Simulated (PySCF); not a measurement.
## A study: H3ISi, SMILES `I[SiH3]`

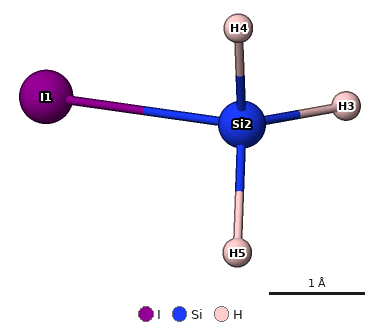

The molecule, with its atoms numbered as below. No frequency check shows the geometry to be a minimum.

Geometry (Å), atoms numbered from 1:

```
I1       0.6150    0.0000    0.0000
Si2     -1.8467    0.0000    0.0000
H3      -2.2474   -1.3807   -0.2086
H4      -2.2474    0.5097    1.2999
H5      -2.2474    0.8709   -1.0914
```

## 1. Bonding charge

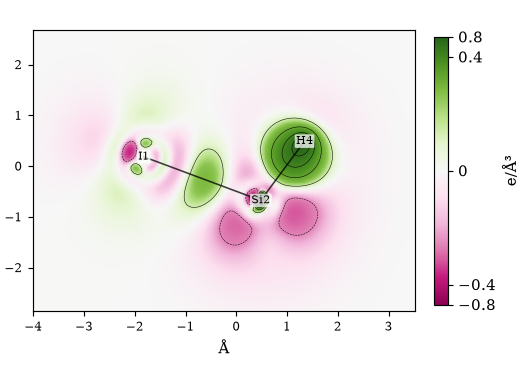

Deformation density (molecule less spherical, spin-averaged free atoms) in the plane of I1, Si2 and H4; colour scale in e/Å³, logarithmic beyond ±0.1; green: gain, pink: loss.

Level of theory: PBE0/def2-TZVP (PySCF), at a geometry from GFN2-xTB. Core potentials replace the inner electrons of I; spin–orbit coupling isn't included.

> Describe the bonding that the map shows.

Si2–H4: +0.25 e/Å³ at the bond critical point (bond length 1.45 Å, Mayer order 0.9). I1–Si2: +0.06 e/Å³ at the bond critical point (bond length 2.46 Å, Mayer order 1.2). In all, 1.2 electrons gather in the regions of gain relative to the promolecule. A small or negative value marks a very polar bond, one between electron-rich atoms, whose free-atom densities already overlap strongly, a long bond to a heavier atom, or a closed-shell contact such as a hydrogen bond.

> Where do the Hirshfeld charges lie?

The highest Hirshfeld charge is on Si2 (+0.29 e), the lowest on I1 (−0.10 e).

## 2. Bond critical points

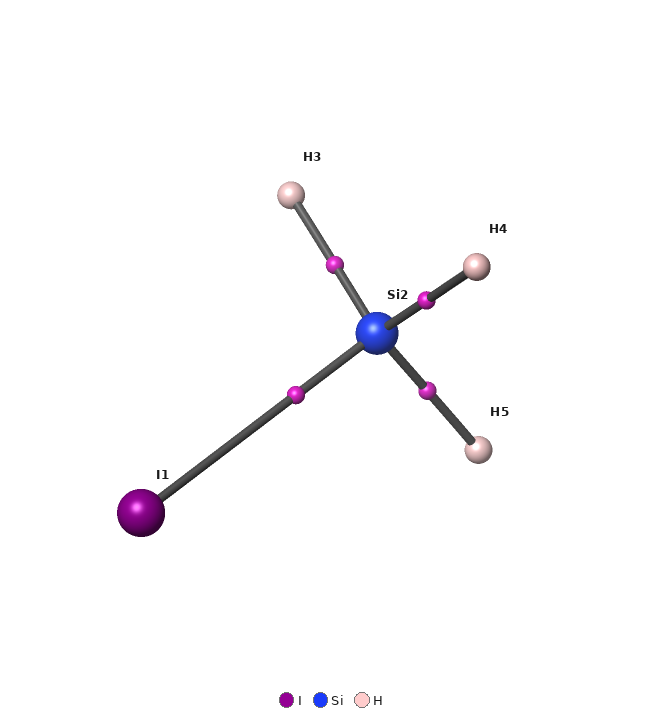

Molecular graph of the electron density (QTAIM): bond paths, bond critical points (magenta), ring points (cyan, if any); weak paths are dashed.

> How many critical points of each kind are there, and does the count close?

5 nuclei, 4 bond, 0 ring and 0 cage critical points: 5 − 4 + 0 − 0 = 1, as the Poincaré–Hopf relation requires.

> What does the calculation give at each kind of bond critical point?

| bond | length (Å) | ρ (a.u.) | ∇²ρ (a.u.) | ε | H (a.u.) |
| --- | --- | --- | --- | --- | --- |
| Si2–H4 (3 alike) | 1.453 | 0.128 | +0.19 | 0.01 | −0.082 |
| I1–Si2 | 2.462 | 0.078 | −0.04 | 0.00 | −0.046 |

> What kind of interaction is I1–Si2?

Shared-shell (covalent): ρ = 0.078, ∇²ρ = −0.04, H = −0.046 a.u.

## 3. Electrostatic potential

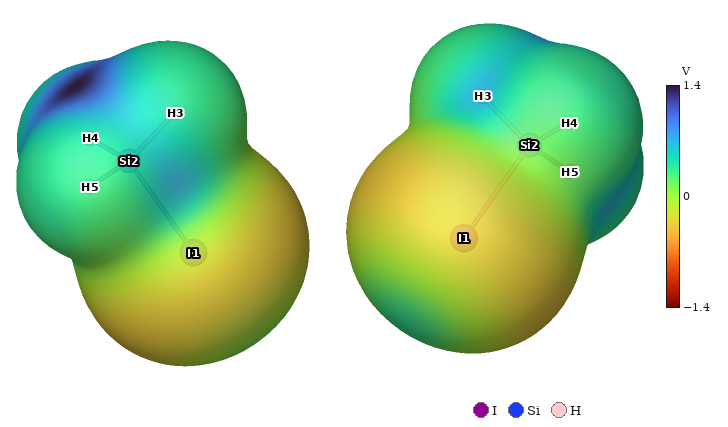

Electrostatic potential on the surface of electron density 0.001 a.u. (back view left, front view right).

> Where are the extremes of the potential on the surface?

Highest: 1.40 V, near Si2 (2.01 Å), H3 (2.03 Å) and H4 (2.11 Å). Further maxima include 0.72 V, near H3 (1.94 Å), H4 (2.07 Å) and Si2 (2.12 Å), and at like points elsewhere; 0.39 V, 2.2 Å from I1. Lowest: −0.39 V, 2.4 Å from I1, and at like points elsewhere. The surface is sampled at points, so like sites can differ by a few per cent and only the strongest of them is named.

> Does I1 carry a σ-hole?

Yes: a local maximum of +0.39 V lies on the extension of the Si2–I1 bond.

## 4. In an electric field

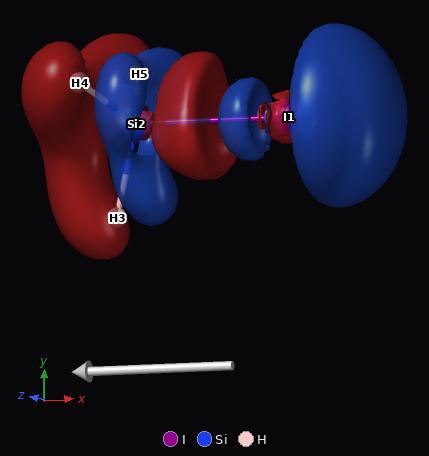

Change of the electron density in a uniform field of 0.21 V/Å along −x (arrow), surfaces at ±0.002 e/Å³ (blue: gain, red: loss).

Level of theory: PBE0/def2-TZVP (PySCF), at a geometry from GFN2-xTB. Core potentials replace the inner electrons of I; spin–orbit coupling isn't included. A basis without diffuse functions makes polarisabilities too small.

The field was applied in both directions; the picture shows the one opposite to the script's first.

> What dipole is induced, and what polarisability does it imply?

The induced dipole is 0.76 D (along the field); α along this axis, from the fields in both directions, is 75 bohr³ (11.2 Å³).

The PySCF runs shown took 9 s and 15 s on 1 thread of AMD EPYC 7R43 64-Core Processor (Zen 3) (shared host).
